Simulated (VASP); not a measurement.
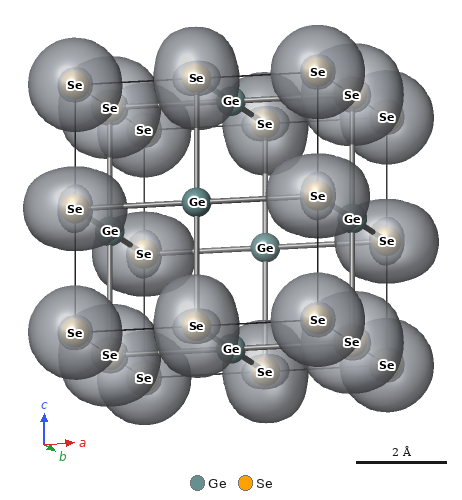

Figure. Ge$_{3}$Se$_{4}$. Isosurface of the electron localisation function at 0.75 (grey), seen at an oblique angle. Core shells and regions of very low density are left out. Sticks mark near contacts.

Space group Pm-3m; a generated structure, not necessarily the stable one.

Theory: VASP, Kohn-Sham DFT of a periodic cell, PBE, VASP PAW PBE potentials, recommended.

Q: What do the ELF domains correspond to?

A: The ELF exceeds this value in four regions wrapped around Se (the valence shell of each), counted in one cell of 7 atoms. Any copies at cell faces, edges or corners count once.

Values along the shortest contacts:
Ge–Se (2.81 Å): the ELF is about 0.45 at the midpoint.
